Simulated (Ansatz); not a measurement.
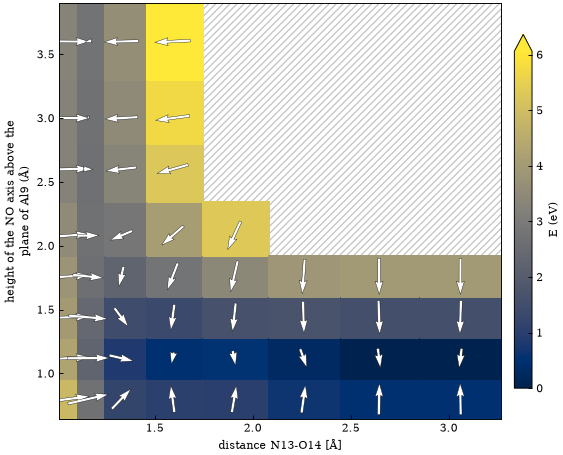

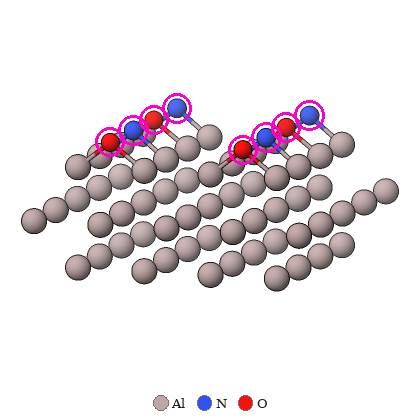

Energy landscape of NO on an Al(100) slab cut from the Fm-3m phase, its upper half relaxed before the scan (12 atoms of substrate and one adsorbate in a 2 × 2 cell). NO lies flat over one site of a rigid substrate while its bond length and height are varied; it sits over a hollow of the top layer over the deeper atom Al8, heights counted from the top plane, its axis along the first surface vector. First axis: distance N13-O14. Second axis: height of the NO axis above the plane of Al9. The grid has 8 × 8 points. At 15 points there is no value (left out: too close to the surface, or the stretched molecule far from it). Points are written as (first, second). All energies are given in eV relative to the lowest grid point. Energies and slopes of some neighbouring points disagree (a jump in structure or state, or too coarse a mesh). The calculation used DFT PBE, scalar-relativistic, plane waves, PAW (Ansatz). Settings: cutoff 420 eV, k-mesh 5×5×1, gaussian smearing 0.1 eV, spin-polarised.

In the figure: one coloured cell a grid point, arrows along the force (downhill), their lengths compressed, one colour for all values above the top of the scale, hatched blanks where no value was computed. The second picture is the structure at the lowest point; rings mark the moved atoms.

**Where are the lowest and the highest points?**

The lowest grid point is at (3.060 Å, 1.12 Å). It lies on the edge of the grid, but the force there points inwards, so the minimum lies inside the range. Other grid points that lie below all their neighbours: (1.591 Å, 1.12 Å) (0.49 eV higher); (1.160 Å, 2.60 Å) (2.66 eV higher). The highest grid point, (1.591 Å, 3.60 Å), lies 6.06 eV above the lowest.

The whole map (49 points run) took 19 min on 4 threads of Intel(R) Xeon(R) Platinum 8375C CPU @ 2.90GHz (Ice Lake), on a shared host.
